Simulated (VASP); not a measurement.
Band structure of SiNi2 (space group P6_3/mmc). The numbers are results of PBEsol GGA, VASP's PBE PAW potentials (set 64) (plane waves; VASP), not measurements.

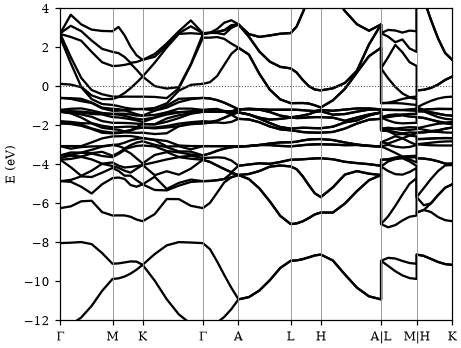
Fig. 1. Bands along high-symmetry lines, zero at the valence-band maximum or, without a gap, the Fermi level

**Question.** Read the plot: is there a gap, and where are the band edges?

**Answer.** It has no gap at this level: it comes out as a metal or semimetal.

The structure comes from a computed database's SiNi2 entry; how it stands against other phases isn't given here. The cell was not relaxed at this level. The run is not spin-polarised, so no magnetic state was tried.
